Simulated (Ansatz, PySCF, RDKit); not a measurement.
C2H2 (SMILES C#C) and H2S (SMILES S) are pulled apart as rigid monomers along the line of their centres of mass, from the B3LYP-D3(BJ)/def2-TZVP minimum. Starting geometry (charge 0, multiplicity 1):
```xyz
7

C     -0.51234     0.75208     0.16927
C     -0.53788    -0.43811     0.04183
H     -0.48874     1.80894     0.28204
H     -0.55902    -1.49514    -0.06996
S      0.98364    -0.35009     3.69883
H     -0.27012    -0.36552     4.17865
H      0.56148    -0.15258     2.43781
```

Interaction energies with rigid monomers; basis-set methods are counterpoise corrected unless marked otherwise.

Cores are frozen in the correlated methods.

Codes used: Ansatz (Gaussian basis) for Hartree–Fock, density functionals and correlated methods; PySCF for the dispersion terms; RDKit for the force fields. Values without a source in brackets are computed.

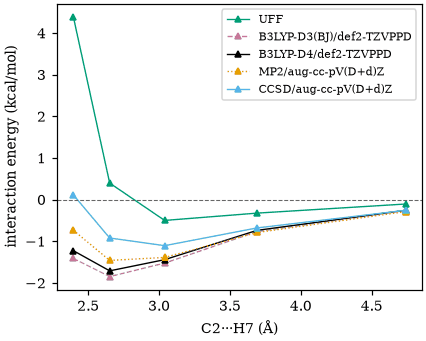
Fig. 1. Interaction energy against separation

Task: Which level binds most strongly at C2···H7 = 2.65, and by how much?

Result: B3LYP-D3(BJ)/def2-TZVPPD, -1.8 kcal/mol.

Ansatz is a quantum-chemistry and plane-wave program.
